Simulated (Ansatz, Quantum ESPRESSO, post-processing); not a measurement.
# Ni: work function by face, part 2 of 2

Which face of Ni holds its electrons most tightly, and does packing explain the order?

Quantum ESPRESSO 7.5; plane-wave DFT, PBE, GBRV ultrasoft pseudopotentials; geometry and cross-check by Ansatz 0.2.0 with PAW datasets.

So far. Step 11 (Electrostatic potential of (100)): On (100) the work function under PBEsol lies +0.11 eV from PBE's. Step 12 (Relaxation with Ansatz of (110)): The relaxation lowers the energy by 11 meV an atom. Held were the atoms numbered 3, 4 and 5; the forces quoted are those on the free ones.

## Step 13: Ground state of (110), PBE

Level of this step: plane-wave DFT, PBE, GBRV ultrasoft pseudopotentials (Quantum ESPRESSO 7.5).

Contents of 110.pbe.in:

```
&control
  prefix = '110.pbe'
  outdir = './out'
  pseudo_dir = './pseudo'
  calculation = 'scf'
  tprnfor = .true.
/
&system
  ibrav = 0
  nat = 7
  ntyp = 1
  ecutwfc = 40
  ecutrho = 200
  occupations = 'smearing'
  smearing = 'mv'
  degauss = 0.02
  nspin = 2
  starting_magnetization(1) = 0.12
/
&electrons
  conv_thr = 1e-07
  mixing_beta = 0.4
  electron_maxstep = 120
  mixing_mode = 'local-TF'
/
ATOMIC_SPECIES
  Ni  58.6934  ni_pbe_v1.4.uspp.F.UPF
CELL_PARAMETERS angstrom
  3.52000000000000 0.00000000000000 0.00000000000000
  0.00000000000000 2.48901586980000 0.00000000000000
  0.00000000000000 0.00000000000000 23.46704760930000
ATOMIC_POSITIONS crystal
  Ni  -0.000000000000 0.000000000000 0.344523311087
  Ni  0.500000000000 0.500000000000 0.392103474695
  Ni  0.000000000000 0.000000000000 0.446967852300
  Ni  0.500000000000 0.500000000000 0.500000000000
  Ni  0.000000000000 0.000000000000 0.553032147700
  Ni  0.500000000000 0.500000000000 0.607896531272
  Ni  0.000000000000 -0.000000000000 0.655476670534
K_POINTS automatic
  8 12 1 0 0 0
```

On the command line:

```sh
$ OMP_NUM_THREADS=1 mpirun -n 8 pw.x -nk 4 -in 110.pbe.in > 110.pbe.out
```

Wall time 3.2 min (8 MPI ranks of Arm Neoverse V2, shared host); peak memory 1.3 GiB; 25 min of CPU time.

Numbers from this step:

| Item | Value |
| --- | --- |
| free energy | -32691.1881 eV |
| Fermi energy | 3.820 eV |
| magnetization | 5.04 μB |
| absolute magnetization | 5.77 μB |
| site moments | 0.8231, 0.7559, 0.7303, 0.7149, 0.7303, 0.7559, 0.8231 μB |

## Step 14: Potential by pp.x of (110)

Contents of 110.pbe.pot.in:

```
&inputpp
  prefix = '110.pbe'
  outdir = './out'
  filplot = '110.pbe.pot.dat'
  plot_num = 11
/
```

On the command line:

```sh
$ OMP_NUM_THREADS=1 mpirun -n 8 pp.x -in 110.pbe.pot.in > 110.pbe.pot.out
```

It took 0.79 s on 8 MPI ranks; peak memory 0.1 GiB.

Read from the output:

```
work function of the upper face                                       : 4.549 eV
slope of the potential above                                          : 2.80e-4 eV/Å
upper vacuum line continued to the top atoms, over the Fermi level    : 4.548 eV
work function of the lower face                                       : 4.549 eV
slope of the potential below                                          : -2.39e-4 eV/Å
lower vacuum line continued to the bottom atoms, over the Fermi level : 4.548 eV
```

The potential energy, planar mean oscillates, so the rows of the table below give means over windows of 1.17 Å about each position, cut where the curve ends. Its maxima inside the range that stand out by 2 % of the span (Å: eV): 8.7: -9.29, 9.9: -6.02, 11.1: -6.81, 12.3: -6.81, 13.6: -6.02, 14.8: -9.29. Its minima: 8.1: -14.9, 9.2: -15.3, 10.4: -14.9, 11.7: -15.0, 13.0: -14.9, 14.3: -15.3, 15.4: -14.9.

Electrostatic potential energy of an electron; zero at the Fermi level. Potential energy, planar mean against z; means over each step:

| z (Å) | potential energy, planar mean (eV) |
| --- | --- |
| 0.58 | 4.55 |
| 1.75 | 4.55 |
| 2.92 | 4.55 |
| 4.09 | 4.55 |
| 5.26 | 4.52 |
| 6.43 | 3.96 |
| 7.60 | -5.68 |
| 8.77 | -12.4 |
| 9.95 | -10.2 |
| 11.11 | -10.7 |
| 12.29 | -10.8 |
| 13.45 | -10.3 |
| 14.62 | -12.3 |
| 15.79 | -6.62 |
| 16.96 | 3.84 |
| 18.13 | 4.51 |
| 19.30 | 4.55 |
| 20.48 | 4.55 |
| 21.64 | 4.55 |
| 22.81 | 4.55 |

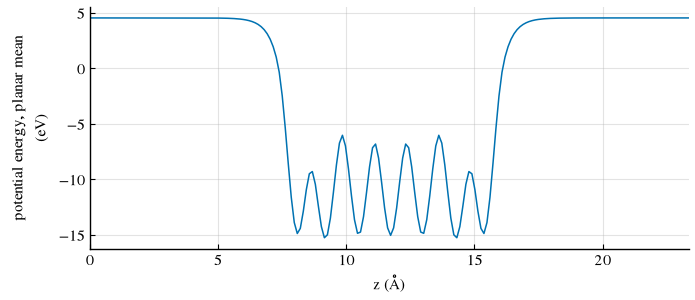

Potential energy, planar mean against z.

## Step 15: Ground state of (110), PBEsol

Level of this step: plane-wave DFT, PBEsol, GBRV ultrasoft pseudopotentials (Quantum ESPRESSO 7.5).

110.pbesol.in, as its differences from the input of step 13:

```diff
@@ -1,3 +1,3 @@
 &control
-  prefix = '110.pbe'
+  prefix = '110.pbesol'
   outdir = './out'
@@ -26,3 +26,3 @@
 ATOMIC_SPECIES
-  Ni  58.6934  ni_pbe_v1.4.uspp.F.UPF
+  Ni  58.6934  ni_pbesol_v1.4.uspp.F.UPF
 CELL_PARAMETERS angstrom
```

On the command line:

```sh
$ OMP_NUM_THREADS=1 mpirun -n 8 pw.x -nk 4 -in 110.pbesol.in > 110.pbesol.out
```

Wall time 3.2 min (8 MPI ranks); peak memory 1.3 GiB; 26 min of CPU time.

Read from the output:

| Item | Value |
| --- | --- |
| free energy | -32672.3333 eV |
| Fermi energy | 3.685 eV |
| magnetization | 5.06 μB |
| absolute magnetization | 5.75 μB |
| site moments | 0.8246, 0.7576, 0.7318, 0.7144, 0.7318, 0.7576, 0.8246 μB |

## Step 16: Potential by pp.x of (110)

Contents of 110.pbesol.pot.in:

```
&inputpp
  prefix = '110.pbesol'
  outdir = './out'
  filplot = '110.pbesol.pot.dat'
  plot_num = 11
/
```

On the command line:

```sh
$ OMP_NUM_THREADS=1 mpirun -n 8 pp.x -in 110.pbesol.pot.in > 110.pbesol.pot.out
```

The job ended after 0.79 s (8 MPI ranks; peak memory 0.1 GiB).

Read from the output:

```
work function of the upper face                                       : 4.655 eV
slope of the potential above                                          : 2.58e-4 eV/Å
upper vacuum line continued to the top atoms, over the Fermi level    : 4.654 eV
work function of the lower face                                       : 4.655 eV
slope of the potential below                                          : -2.23e-4 eV/Å
lower vacuum line continued to the bottom atoms, over the Fermi level : 4.654 eV
```

On (110) the work function under PBEsol lies +0.11 eV from PBE's.

## Step 17: The series side by side

All levels:

| level | work function (eV) | Ansatz, PBE (eV) | CPU time (s) |
| --- | --- | --- | --- |
| (111), PBE | 5.038 | 5.052 | 407.1 |
| (111), PBEsol | 5.167 | - | 420.9 |
| (100), PBE | 4.902 | 4.905 | 426.8 |
| (100), PBEsol | 5.011 | - | 417.4 |
| (110), PBE | 4.549 | 4.553 | 1528 |
| (110), PBEsol | 4.655 | - | 1543 |

## Step 18: The arithmetic

For (111) under PBE, on the run's own zero: φ = 9.697 − (4.659) = 5.038 eV.

## Step 19: Outcome

```yaml
work_function_of_111_pbe: 5.04 eV
work_function_of_111_pbesol: 5.17 eV
work_function_of_100_pbe: 4.90 eV
work_function_of_100_pbesol: 5.01 eV
work_function_of_110_pbe: 4.55 eV
work_function_of_110_pbesol: 4.65 eV
```

Under PBE the work functions are 5.04 eV on (111), 4.90 eV on (100) and 4.55 eV on (110). In order of packing, from 5.37 to 8.76 Å² an atom, the faces are (111), (100) and (110). The work function falls in the same order, as Smoluchowski's picture of charge smoothing over rough faces expects. PBEsol lies +0.11 to +0.13 eV from PBE on the same atoms, nearly a rigid shift. The top two spacings change by -1.4 and -0.0 % on (111), -3.6 and +0.8 % on (100) and -10.3 and +3.5 % on (110). Ansatz, with Fermi-Dirac smearing and its own datasets, agrees within 0.01 eV under PBE. The slabs are thin and unreconstructed, at the tabulated lattice constant; thickness and mesh leave some 0.05 to 0.1 eV open.

Comparison with the measured values:

```
                   quantity  measured              PBE           PBEsol
work function of (111) (eV)      5.36  5.04 (-0.32 eV)  5.17 (-0.19 eV)
work function of (100) (eV)      5.17  4.90 (-0.27 eV)  5.01 (-0.16 eV)
work function of (110) (eV)      4.55  4.55 (-0.00 eV)  4.65 (+0.10 eV)
```

Measured values from arxiv:1902.07811 (2019).

**Verdict.** The grades are ours: good and fair within 3 and 7 % for the work function of (111), 3 and 7 % for the work function of (100) and 3 and 7 % for the work function of (110). Other measurements of the same face can differ from the value quoted by 0.1 to 0.2 eV.

[Logs are printed without paths, hosts, clocks, repeated set-up lines and the standing remarks that a program may print on its own settings, such as how far it seeks lower states.]

[Hosts, paths, dates, database ids (printed as entryN), source tags and the programs' standing remarks are cut or masked in the printed files.]

[Maps of the electrostatic potential energy from Ansatz leave out the sawtooth potential of an applied field or a dipole correction, so their vacuum need not be flat; planar profiles and work functions include it.]
